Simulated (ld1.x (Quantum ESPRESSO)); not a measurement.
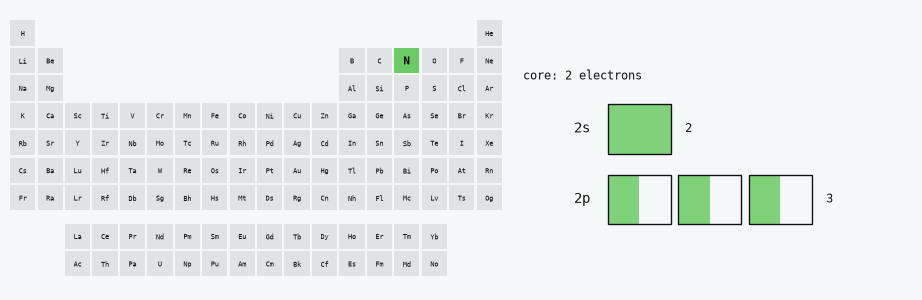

*Left, the place of nitrogen in the periodic table; right, the valence shells of the reference configuration: a box for each of the 2l + 1 orbitals, shaded by the share of the shell that is filled, with the electron count at the right. The shells are those of the unaltered input.*

**Run report: N, pseudopotential generation**

System: nitrogen (N, Z = 7), core [He], reference valence 2s2 2p3, valence charge 5. (This line and the method describe the unaltered input from which the odd one was made.)
Method: ultrasoft potential, PBE, non-relativistic, made with ld1.x (Quantum ESPRESSO) 7.5.

**Input**
```
 &input
   title='N', zed=7., rel=0, dft='PBE', iswitch=3, rmax=10.0,
   config='[He] 2s2 2p3 3d-2',
   nld=3, rlderiv=2.55, eminld=-3.0, emaxld=5.0, deld=0.02
 /
 &inputp
   pseudotype=3, tm=.true., lloc=-1, rcloc=1.35,
   nlcc=.true., rcore=0.75,
   which_augfun='PSQ', rmatch_augfun=0.70,
   file_pseudopw='N.UPF', file_wfcaegen='ae.wfc', file_wfcncgen='nc.wfc', file_beta='beta', file_chi='chi', file_wfcusgen='us.wfc'
 /
6
2S  1  0   2.00   0.00  0.85  0.90  0.0
2S  1  0   0.00  -0.85  0.85  0.90  0.0
2P  2  1   3.00   0.00  2.05  2.30  0.0
2P  2  1   0.00  -0.15  2.05  2.30  0.0
3D  3  2  -2.00  -0.20  1.80  2.35  0.0
3D  3  2  -2.00   0.20  1.80  2.35  0.0
 &test
   configts(1)='2s2 2p3'
 /
```

Run as:
```bash
ld1.x < N.in > N.out
```

**The program's output**
```
     Program LD1 v.7.5
     --------------------------- All-electron run ----------------------------

     N

     atomic number is  7.00
     dft =PBE   lsd =0 sic =0 latt =0  beta=0.20 tr2=1.0E-14
     Exchange-correlation= PBE
                           (   1   4   3   4   0   0   0)
     mesh = 901 r(mesh) =  10.01506 a.u. xmin = -7.00 dx = 0.01250
     1 Ry =  13.60569312 eV

     n l     nl                  e(Ry)          e(Ha)          e(eV)
     1 0     1S 1( 2.00)       -28.2585       -14.1293      -384.4769
     2 0     2S 1( 2.00)        -1.3640        -0.6820       -18.5577
     2 1     2P 1( 3.00)        -0.5215        -0.2607        -7.0948

     final scf error:  8.0E-15 reached in  28 iterations

     Etot =    -108.842528 Ry,     -54.421264 Ha,   -1480.878036 eV

     Ekin =     108.503511 Ry,      54.251756 Ha,    1476.265479 eV
     Encl =    -255.957401 Ry,    -127.978700 Ha,   -3482.477847 eV
     Eh   =      51.735006 Ry,      25.867503 Ha,     703.890614 eV
     Exc  =     -13.123645 Ry,      -6.561822 Ha,    -178.556282 eV

     normalization and overlap integrals

     s(1S/1S) =  1.000000  <r> =   0.2299  <r2> =    0.0715  r(max) =   0.1483
     s(2S/2S) =  1.000000  <r> =   1.3207  <r2> =    2.1186  r(max) =   1.0167
     s(2P/2P) =  1.000000  <r> =   1.4840  <r2> =    2.9185  r(max) =   0.9793

     ------------------------ End of All-electron run ------------------------

     --------------------- Generating US pseudopotential ---------------------

      Generating local potential from pseudized AE potential:
      Matching radius rcloc =   1.3500

      Local pseudo, rcloc= 1.355 Estimated cut-off energy=    13.31 Ry

      Computing core charge for nlcc:

       r > 0.75 : true rho core
       r < 0.75 : rho core = a sin(br)/r    a=   0.32  b=   3.71

      Integrated core pseudo-charge :   0.08
      Wfc-us  2S rcutus= 0.909  Estimated cut-off energy=    52.46 Ry
      Wfc-us  2S rcutus= 0.909  Estimated cut-off energy=    53.23 Ry
      Wfc-us  2P rcutus= 2.291  Estimated cut-off energy=    15.34 Ry
      Wfc-us  2P rcutus= 2.291  Estimated cut-off energy=    21.01 Ry
      Wfc-us  3D rcutus= 2.349  Estimated cut-off energy=    18.18 Ry
      Wfc-us  3D rcutus= 2.349  Estimated cut-off energy=    18.51 Ry

     Q pseudized with Bessel functions
     Expected ecutrho=     701.0967 due to l1=  2   l2=  2

     ------------------- End of pseudopotential generation -------------------

     --------------------------- All-electron run ----------------------------

     N

     atomic number is  7.00
     dft =PBE   lsd =0 sic =0 latt =0  beta=0.20 tr2=1.0E-14
     Exchange-correlation= PBE
                           (   1   4   3   4   0   0   0)
     mesh = 901 r(mesh) =  10.01506 a.u. xmin = -7.00 dx = 0.01250
     1 Ry =  13.60569312 eV

     n l     nl                  e(Ry)          e(Ha)          e(eV)
     1 0     1S 1( 2.00)       -28.2585       -14.1293      -384.4769
     2 0     2S 1( 2.00)        -1.3640        -0.6820       -18.5577
     2 1     2P 1( 3.00)        -0.5215        -0.2607        -7.0948

     final scf error:  8.0E-15 reached in  28 iterations

     Etot =    -108.842528 Ry,     -54.421264 Ha,   -1480.878036 eV

     Ekin =     108.503511 Ry,      54.251756 Ha,    1476.265479 eV
     Encl =    -255.957401 Ry,    -127.978700 Ha,   -3482.477847 eV
     Eh   =      51.735006 Ry,      25.867503 Ha,     703.890614 eV
     Exc  =     -13.123645 Ry,      -6.561822 Ha,    -178.556282 eV

     normalization and overlap integrals

     s(1S/1S) =  1.000000  <r> =   0.2299  <r2> =    0.0715  r(max) =   0.1483
     s(2S/2S) =  1.000000  <r> =   1.3207  <r2> =    2.1186  r(max) =   1.0167
     s(2P/2P) =  1.000000  <r> =   1.4840  <r2> =    2.9185  r(max) =   0.9793

     ------------------------ End of All-electron run ------------------------

     Computing logarithmic derivative in   2.54813
     Computing logarithmic derivative in   2.54813
     Computing the partial wave expansion
     R is outside the sphere for l=    0 j= 0.00
     R is outside the sphere for l=    0 j= 0.00
     R is outside the sphere for l=    1 j= 0.00
     R is outside the sphere for l=    1 j= 0.00
     R is outside the sphere for l=    2 j= 0.00
     R is outside the sphere for l=    2 j= 0.00

     ---------------------- Testing the pseudopotential ----------------------

     N

     atomic number is  7.00   valence charge is  5.00
     dft =PBE   lsd =0 sic =0 latt =0  beta=0.20 tr2=1.0E-14
     mesh = 901 r(mesh) =  10.01506 xmin = -7.00 dx = 0.01250

     n l     nl             e AE (Ry)        e PS (Ry)    De AE-PS (Ry)
     1 0     2S   1( 2.00)       -1.36396       -1.36396        0.00000
     2 1     2P   1( 3.00)       -0.52146       -0.52146        0.00000

     eps = 1.9E-21  iter =  1

     Etot =    -108.842528 Ry,     -54.421264 Ha,   -1480.878036 eV
     Etotps =   -19.403082 Ry,      -9.701541 Ha,    -263.992378 eV

     Ekin =       5.740265 Ry,       2.870133 Ha,      78.100285 eV
     Encl =     -42.119537 Ry,     -21.059769 Ha,    -573.065501 eV
     Ehrt =      16.321484 Ry,       8.160742 Ha,     222.065101 eV
     Ecxc =      -4.571618 Ry,      -2.285809 Ha,     -62.200033 eV
     (Ecc =      -0.052391 Ry,      -0.026196 Ha,      -0.712816 eV)
     Epseu=       5.226325 Ry,       2.613162 Ha,      71.107770 eV

     ---------------------- End of pseudopotential test ----------------------
```

**What the run reported**

- outcome: generated
- hardware: 1 CPU thread, shared host

**What is odd here**

This input holds a deliberate oddity: mesh end rmax=10.0. The program ran to the end. The all-electron atom is untouched: its total energy equals that from the unaltered input (−108.8425 Ry). The pseudo-atom's energy and levels in the reference configuration are also those from the unaltered input, so the oddity leaves no trace there. The pseudo-atom meets the occupied all-electron levels that the test lists within 0.00001 Ry. No test for ghost states or cutoffs was run on this potential, so its soundness isn't shown.
